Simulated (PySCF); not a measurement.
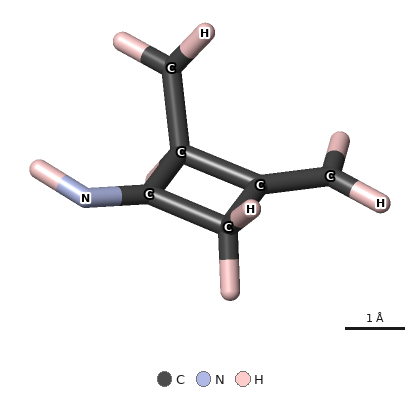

**Figure 1.** The structure (stick view, seen at a tilt). Bond lengths as drawn: C–C 1.31 to 1.57 Å, C–H 1.07 to 1.09 Å, C–N 1.24 Å and H–N 1.02 Å.

Run report: C6H8N, EPR calculation

- system: C6H8N, multiplicity 2
- method: UKS B3LYP, pcH-1 on C H N, non-relativistic, mean-field spin-orbit, GIAO (PySCF 2.14.0)

It belongs to a series of runs on one base structure; here: H removed from sp3 C.

The program's output:
```
UKS, coarse grid
  cycle   1  E = -288.02546009  |g| = 3.70e-01
  cycle   2  E = -287.96452696  |g| = 5.44e-01
  cycle   3  E = -288.08658889  |g| = 1.33e-01
  cycle   4  E = -288.09464375  |g| = 3.66e-02
  cycle   5  E = -288.09530153  |g| = 1.16e-02
  cycle   6  E = -288.09536258  |g| = 4.78e-03
  cycle   7  E = -288.09537569  |g| = 1.72e-03
  cycle   8  E = -288.09537818  |g| = 7.64e-04
UKS, final grid
  cycle   1  E = -288.09537919  |g| = 1.01e-03
  cycle   2  E = -288.09537854  |g| = 1.54e-03
  cycle   3  E = -288.09537971  |g| = 1.90e-04
  cycle   4  E = -288.09537973  |g| = 5.40e-05
  cycle   5  E = -288.09537974  |g| = 5.37e-05
  cycle   6  E = -288.09537974  |g| = 1.78e-05
E = -288.09537974 Eh   <S^2> = 0.7544 (exact 0.7500)
g shifts (ppm)      1          2          3
  rmc          -147       -147       -147
  gc              9         28         30
  oz_so         -93        486        714
  total        -231        367        596
hyperfine (MHz)  atom isotope    a_iso     a_fc   dipolar eigenvalues
    0   13C      95.76      95.76    -77.11    -76.35    153.47
    1   13C     -36.08     -36.08     -2.64     -0.73      3.37
    2   13C      37.15      37.15     -3.05     -2.02      5.07
    3   13C      -1.16      -1.16     -1.76      0.38      1.38
    4   13C       1.06       1.06     -1.66     -0.62      2.28
    5   13C      90.50      90.50    -10.58     -9.20     19.79
    6   14N       3.80       3.80     -2.37     -1.25      3.62
    7    1H     -57.67     -57.67    -36.80     -0.52     37.32
    8    1H     -59.34     -59.34    -37.24     -0.16     37.40
    9    1H      36.91      36.91     -4.64     -3.99      8.62
   10    1H       1.40       1.40     -1.33     -0.58      1.91
   11    1H       0.18       0.18     -2.43     -1.93      4.36
   12    1H       2.22       2.22     -1.54     -1.17      2.70
   13    1H      -0.82      -0.82     -1.65     -1.11      2.76
   14    1H       9.41       9.41     -2.80     -1.02      3.82
```

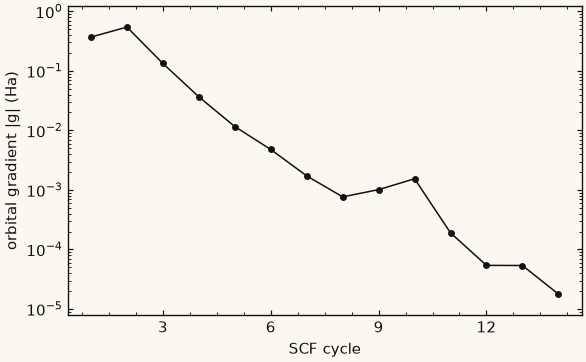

**Figure 2.** Convergence of the self-consistent field: orbital gradient |g| against the SCF cycle. All cycles printed in the log are drawn one after another.

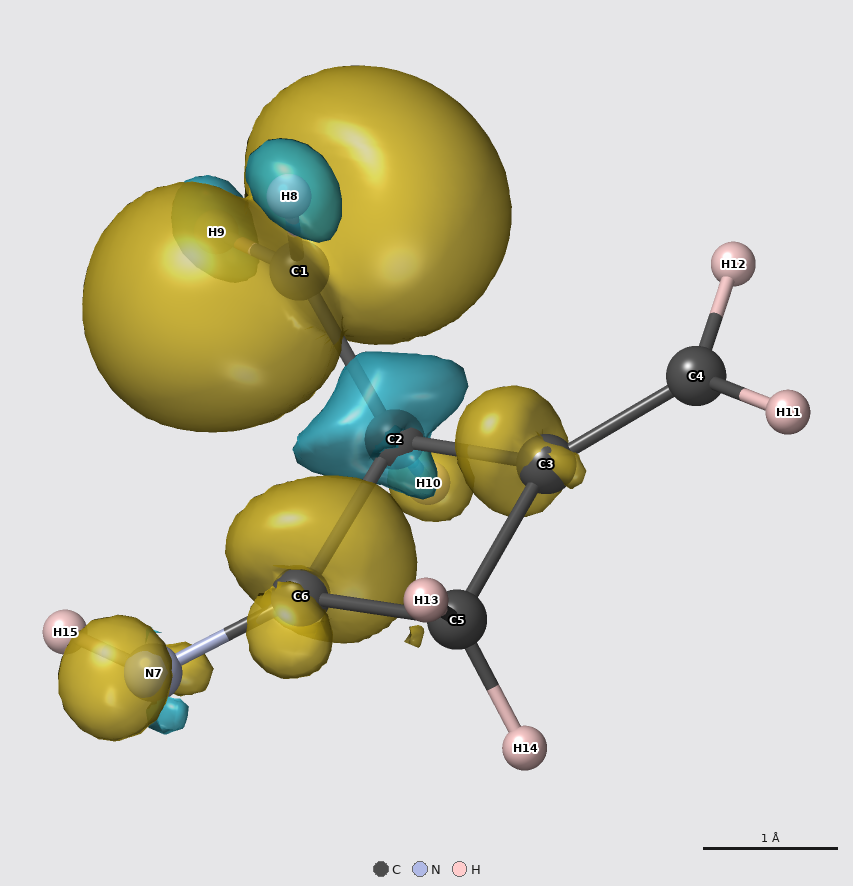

**Figure 3.** Isosurfaces of the spin density (α minus β) at +0.015 (yellow) and −0.015 e/Å³ (cyan), seen at a tilt. The unpaired spin (1 electron) lies mostly on C1 (about 0.7), in electrons by Hirshfeld's partition.

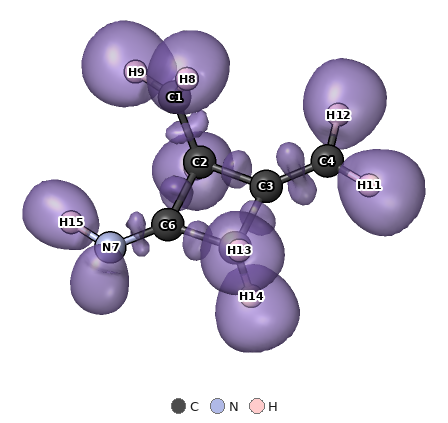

**Figure 4.** Isosurface of the ELF at 0.85 (purple), seen at a tilt. Only the valence region is drawn (cores and ρ < 0.01 e/Å³ removed). Along the contacts the grid gives the following. C–N (1.24 Å): the ELF peaks at about 0.90 between the atoms (a double or triple bond). C–C (1.31 Å): the ELF peaks at about 0.95 between the atoms (a multiple bond by its length, whose ELF region spreads away from the axis).

The run was set up as follows.

Input:
```
{"job": {"kind": "epr", "basis": "pcH-1"}, "charge": 0, "multiplicity": 2}
C     -1.340822    -1.131847     0.679383
C     -0.421531    -0.010769     0.690833
C      0.941314    -0.204617     0.049144
C      1.923812    -1.043869     0.293201
C      0.715522     0.868440    -0.986458
C     -0.661199     1.062300    -0.429318
N     -1.603211     1.779354    -0.802950
H     -1.289259    -1.851048    -0.115595
H     -2.198263    -1.147894     1.324876
H     -0.385224     0.480170     1.668656
H      2.827202    -1.046799    -0.294351
H      1.862927    -1.761270     1.094253
H      0.737350     0.537780    -2.025098
H      1.354865     1.747364    -0.896469
H     -2.467898     1.730696    -0.272019
```

The first line tells a small driver script what to run in PySCF; the rest is the geometry in Å.

Launch command:
```bash
OMP_NUM_THREADS=1 python <driver script> task.json out
```

Summary:

```tsv
quantity	value
outcome	converged
total energy	−288.095380 hartree
⟨S²⟩	0.754
isotropic g	2.0026
hardware	1 CPU thread, shared host
wall time	53 s
peak memory	1 GiB
```
